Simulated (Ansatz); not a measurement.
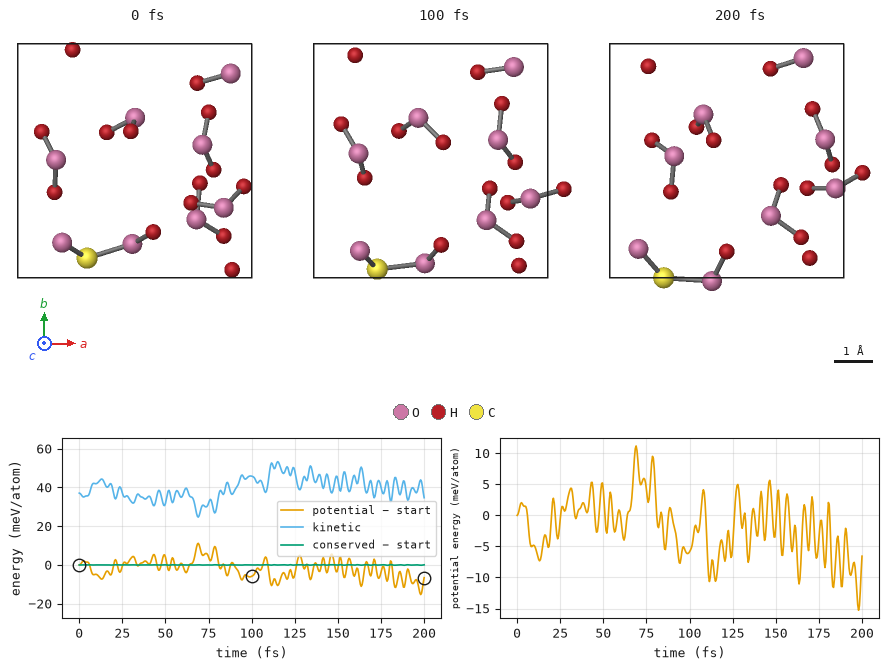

First-principles dynamics of a periodic cell with 6 H2O + 1 HCOOH at 1.053 g/cm³, 200 fs long. It starts from the last geometry of an earlier run, with fresh velocities. Frames and the history of the run. A ball-and-stick model of the simulation cell, seen along the c axis.

Theory: DFT PBE-D3(BJ), scalar-relativistic, plane waves, PAW (Ansatz 0.2.0). Settings: plane-wave cutoff 420 eV; k-point mesh 1 × 1 × 1; Fermi-Dirac smearing 0.02 eV; Nosé-Hoover thermostat (NVT); set temperature 300 K; time step 0.5 fs; thermostat time 50.0 fs.

Input file:
```yaml
crystal:
  lattice:
    - [6.240251, 0.0, 0.0]
    - [0.0, 6.240251, 0.0]
    - [0.0, 0.0, 6.240251]
  atoms:
    - { symbol: O, position: [0.50202673, 0.68436371, 0.77884091] }
    - { symbol: H, position: [0.48373286, 0.62626981, 0.91487318] }
    - { symbol: H, position: [0.38095926, 0.62184245, 0.70562121] }
    - { symbol: O, position: [-0.08971468, 0.87325624, 0.86065939] }
    - { symbol: H, position: [-0.08356107, 1.03477235, 0.82976323] }
    - { symbol: H, position: [-0.23194755, 0.83242846, 0.79269678] }
    - { symbol: O, position: [0.76389516, 0.24992246, 0.39430645] }
    - { symbol: H, position: [0.77878121, 0.40466552, 0.33916072] }
    - { symbol: H, position: [0.88059176, 0.17911727, 0.31833975] }
    - { symbol: O, position: [0.16427706, 0.50411267, 0.57078757] }
    - { symbol: H, position: [0.10299347, 0.62455647, 0.48616883] }
    - { symbol: H, position: [0.15784991, 0.36595595, 0.48132093] }
    - { symbol: O, position: [0.78927981, 0.56878456, 0.15454432] }
    - { symbol: H, position: [0.81669433, 0.70754602, 0.08612604] }
    - { symbol: H, position: [0.83722553, 0.46197758, 0.05613874] }
    - { symbol: O, position: [0.88072905, 0.29961211, 0.81911063] }
    - { symbol: H, position: [0.96661583, 0.39094906, 0.72227051] }
    - { symbol: H, position: [0.7415196, 0.32086138, 0.75867853] }
    - { symbol: O, position: [0.4900501, 0.14512384, 0.11022072] }
    - { symbol: C, position: [0.29688428, 0.08455289, 0.1417969] }
    - { symbol: O, position: [0.1901655, 0.1507689, 0.29044906] }
    - { symbol: H, position: [0.57955196, 0.19612979, 0.2475343] }
    - { symbol: H, position: [0.2346189, -0.02538183, 0.01570852] }
basis:
  ecutwfc: 420.0
kpoints:
  mp_grid: { grid: [1, 1, 1] }
hamiltonian:
  xc: pbe
  dispersion: d3bj
scf:
  occupations: { method: fermi_dirac, width: 0.02 }
  lower_state_search: "off"
md:
  timestep: 0.5
  n_steps: 400
  ensemble: nvt_nose_hoover
  temperature: 300.0
  initial_velocities: maxwell_boltzmann
  seed: 503698
  nose_hoover: { tau: 50.0, chain_length: 5 }
```

Command:
```bash
ansatz run input.yaml --threads 1 --pin off --max-ram 3072MiB --backend cpu --events-out ev --progress --plain --runs-dir out
```

What do the frames and curves show?

In the second half of the run the atoms are, in the root-mean-square, this far from where they began (common drift taken out): C 0.65 Å, O 0.64 Å, H 0.63 Å. The heavy atoms stay within a fraction of a molecule's size of their starting places; so short a run doesn't tell a liquid from a solid. The mean temperature in the second half is 347 K (standard deviation 37 K). The potential energy in the second half lies on average 3.6 meV per atom below the first frame. The conserved quantity stays between −0.17 and 0.15 meV per atom of its start. A straight-line fit has a slope that amounts to −0.0056 meV per atom over 200 fs (under 0.1 % of the mean kinetic energy), and the ripple about it is 1.1 % of the kinetic energy's fluctuation. With a drift under 2 % and a ripple under 7 %, the integration is accurate.

Limits of the set-up: the periodic images lie only 6.2 Å apart, so the values are limited by the cell's size.

Cost: 5.9 min on 1 thread of Arm Neoverse V2, with other jobs on the host, peak memory 0.38 GiB.
